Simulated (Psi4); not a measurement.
**U-wB97X-V/def2-SVPD (core potential) run of CH2NSn (SMILES N#[C][SnH2])**

Aim: the vertical electron affinity of CH2NSn at U-wB97X-V/def2-SVPD (core potential), from 2 runs. 

Program for the calculation: Psi4 1.11.

1 further run of the same task is left out (set aside as unsound or not needed).

### 1 Starting point

CH2NSn: 5 atoms, total charge 0, spin state doublet. SMILES: `N#[C][SnH2]`. Geometry: relaxed at PBE0-D4/def2-TZVP.

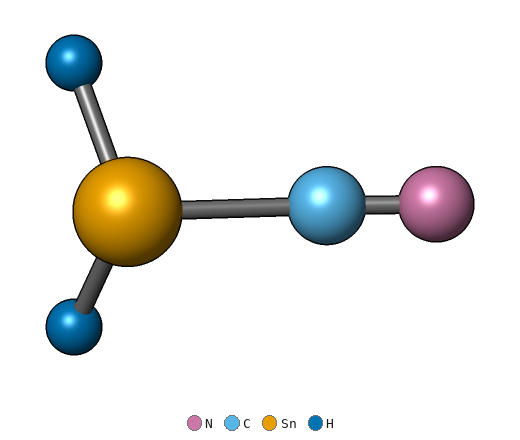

The structure, seen from a chosen angle (nitrogen pink, carbon blue, tin amber, hydrogen blue).

### 2 The energy at U-wB97X-V/def2-SVPD (core potential)

job.inp

```
memory 2200 mb

molecule molecule1 {
  0 2
  N      0.833800    -1.535700     1.665600
  C      0.506000    -0.851500     0.796000
  Sn     0.009600     0.331100    -0.886300
  H     -1.648500     0.038200    -1.184000
  H      0.349000     1.944400    -0.432600
  symmetry c1
  no_reorient
  no_com
}

set reference uks
set puream true
set e_convergence 1e-09
set d_convergence 1e-08
set scf_type pk
set dft_radial_points 99
set dft_spherical_points 590
set maxiter 100

energy("wb97x-v/def2-SVPD")
```

Run with:

```sh
$ psi4 -i job.inp -o job.out -n 1
```

job.out:

```text
[...]
    !!!  WARNING: ECP capability is in beta. Please check occupations closely.  !!!
[...]
  Running in c1 symmetry.
[...]
  Nuclear repulsion =   94.907877767547262
[...]
  Multiplicity = 2
[...]
  Nalpha       = 19
  Nbeta        = 18
[...]
    Number of basis functions: 88
[...]
   @UKS iter   1:  -308.07302511666711   -1.80056e+00   4.55460e-03 ADIIS/DIIS
[...]
   @UKS iter  14:  -308.16598251532736   -2.00089e-11   8.16117e-09 DIIS
[...]
   @S^2 Observed:                7.524994539E-01
[...]
    Orbital Energies [Eh]
    ---------------------
    Alpha Occupied:
       1A    -14.426301     2A    -10.309094     3A     -5.250828
       4A     -3.600076     5A     -3.597944     6A     -3.594513
       7A     -1.185803     8A     -1.182012     9A     -1.181942
      10A     -1.177969    11A     -1.177969    12A     -1.024353
      13A     -0.697672    14A     -0.538741    15A     -0.479487
      16A     -0.467458    17A     -0.457909    18A     -0.442804
      19A     -0.335112
    Alpha Virtual:
      20A      0.041280    21A      0.049631    22A      0.057742
      23A      0.080816    24A      0.106695    25A      0.107845
[...]
  @UKS Final Energy:  -308.16598251532736
   => Energetics <=
    Nuclear Repulsion Energy =             94.9078777675472622
    One-Electron Energy =                -690.5732719585967061
    Two-Electron Energy =                 308.6717606854927567
    DFT Exchange-Correlation Energy =     -21.3170022694230568
    Empirical Dispersion Energy =           0.0000000000000000
    VV10 Nonlocal Energy =                  0.1446532596524220
    Total Energy =                       -308.1659825153273573
[...]
 Multipole Moments:
 ------------------------------------------------------------------------------------
     Multipole            Electronic (a.u.)      Nuclear  (a.u.)        Total (a.u.)
 ------------------------------------------------------------------------------------
 L = 1.  Multiply by 2.5417464519 to convert [e a0] to [Debye]
 Dipole X            :        -15.0976729           14.7101951           -0.3874778
 Dipole Y            :         13.4024686          -12.4572636            0.9452050
 Dipole Z            :          7.4718492           -8.8439183           -1.3720691
 Magnitude           :                                                    1.7105920
[...]
```

Run time: 3.4 min. Hardware: 1 thread of Intel Xeon at 2.50GHz (Skylake/Cascade Lake), shared host; peak memory 1 GiB.

### 3 The singlet anion, same level

ch2nsn.xyz

```xyz
5
CH2NSn
N      0.833800    -1.535700     1.665600
C      0.506000    -0.851500     0.796000
Sn     0.009600     0.331100    -0.886300
H     -1.648500     0.038200    -1.184000
H      0.349000     1.944400    -0.432600
```

ch2nsn.py

```python
import psi4

psi4.set_memory('2200 MB')
psi4.set_num_threads(1)
psi4.set_output_file('run.log', False)

with open('ch2nsn.xyz') as f:
    atoms = ''.join(f.readlines()[2:])
m = psi4.geometry('-1 1\n' + atoms + 'symmetry c1\nno_reorient\nno_com')

psi4.set_options({
    'reference': 'rks',
    'puream': True,
    'e_convergence': 1e-09,
    'd_convergence': 1e-08,
    'scf_type': 'pk',
    'dft_radial_points': 99,
    'dft_spherical_points': 590,
})

E = psi4.energy("wb97x-v/def2-SVPD")
print(f'wb97x-v/def2-SVPD energy: {E:.10f} Eh')
for k, v in sorted(psi4.core.scalar_variables().items()):
    print(f'{k:45s} {v:18.10f}')
```

Run with:

```sh
$ python ch2nsn.py
```

run.log:

```text
[...]
    !!!  WARNING: ECP capability is in beta. Please check occupations closely.  !!!
[...]
  Running in c1 symmetry.
[...]
  Nuclear repulsion =   94.907877767547262
[...]
  Multiplicity = 1
[...]
  Nalpha       = 19
  Nbeta        = 19
[...]
    Number of basis functions: 88
[...]
   @RKS iter   1:  -308.04585783405236   -1.77339e+00   6.05319e-03 DIIS/ADIIS
[...]
   @RKS iter  13:  -308.24306390348926   -3.06954e-12   3.44983e-09 DIIS
[...]
    Orbital Energies [Eh]
    ---------------------
    Doubly Occupied:
       1A    -14.236585     2A    -10.125029     3A     -4.995737
       4A     -3.346079     5A     -3.342717     6A     -3.337675
       7A     -0.933862     8A     -0.930171     9A     -0.923025
      10A     -0.921469    11A     -0.919701    12A     -0.841341
      13A     -0.471854    14A     -0.338475    15A     -0.284639
      16A     -0.281873    17A     -0.271136    18A     -0.236446
      19A     -0.077934
[...]
  @RKS Final Energy:  -308.24306390348926
   => Energetics <=
    Nuclear Repulsion Energy =             94.9078777675472622
    One-Electron Energy =                -698.8850375550416629
    Two-Electron Energy =                 317.0036546095340668
    DFT Exchange-Correlation Energy =     -21.4162223743292266
    Empirical Dispersion Energy =           0.0000000000000000
    VV10 Nonlocal Energy =                  0.1466636488003115
    Total Energy =                       -308.2430639034892579
[...]
 Multipole Moments:
 ------------------------------------------------------------------------------------
     Multipole            Electronic (a.u.)      Nuclear  (a.u.)        Total (a.u.)
 ------------------------------------------------------------------------------------
 L = 1.  Multiply by 2.5417464519 to convert [e a0] to [Debye]
 Dipole X            :        -15.4414654           14.7101951           -0.7312703
 Dipole Y            :         13.1593215          -12.4572636            0.7020579
 Dipole Z            :          9.0407870           -8.8439183            0.1968687
 Magnitude           :                                                    1.0326659
[...]
```

Standard output:

```text
wb97x-v/def2-SVPD energy: -308.2430639035 Eh
CURRENT ENERGY                                   -308.2430639035
CURRENT REFERENCE ENERGY                         -308.2430639035
DD SOLVATION ENERGY                                 0.0000000000
DFT FUNCTIONAL TOTAL ENERGY                      -308.2430639035
DFT TOTAL ENERGY                                 -308.2430639035
DFT VV10 ENERGY                                     0.1466636488
DFT XC ENERGY                                     -21.4162223743
GRID ELECTRONS ALPHA                               18.9999998964
GRID ELECTRONS BETA                                18.9999998964
GRID ELECTRONS TOTAL                               37.9999997928
NUCLEAR REPULSION ENERGY                           94.9078777675
ONE-ELECTRON ENERGY                              -698.8850375550
PCM POLARIZATION ENERGY                             0.0000000000
PE ENERGY                                           0.0000000000
SCF ITERATION ENERGY                             -308.2430639035
SCF ITERATIONS                                     13.0000000000
SCF TOTAL ENERGY                                 -308.2430639035
TWO-ELECTRON ENERGY                               317.0036546095
XC GRID RADIAL POINTS                              99.0000000000
XC GRID SPHERICAL POINTS                          590.0000000000
XC GRID TOTAL POINTS                           281408.0000000000
```

It took 2.6 min on 1 thread of Intel Xeon at 2.50GHz (Skylake/Cascade Lake), shared host; peak memory 1 GiB.

### 4 Summary of results

At U-wB97X-V/def2-SVPD (core potential):

| quantity | value |
| --- | --- |
| doublet CH2NSn: total energy | -308.16598 Eh |
| doublet CH2NSn: dipole moment | 4.35 D |
| doublet CH2NSn: HOMO energy (highest over α and β) | -9.12 eV |
| doublet CH2NSn: LUMO energy (lowest over α and β) | -2.10 eV |
| doublet CH2NSn: ⟨S²⟩ | 0.752 |
| singlet anion: total energy | -308.24306 Eh |
| singlet anion: HOMO energy | -2.12 eV |
| singlet anion: LUMO energy | 5.29 eV |
| singlet anion: HOMO–LUMO gap (to an unbound level, set by the basis) | 7.41 eV |
| vertical electron affinity (to the singlet anion) | 2.097 eV |

At fixed nuclei the extra electron is bound by 2.10 eV (48 kcal/mol).
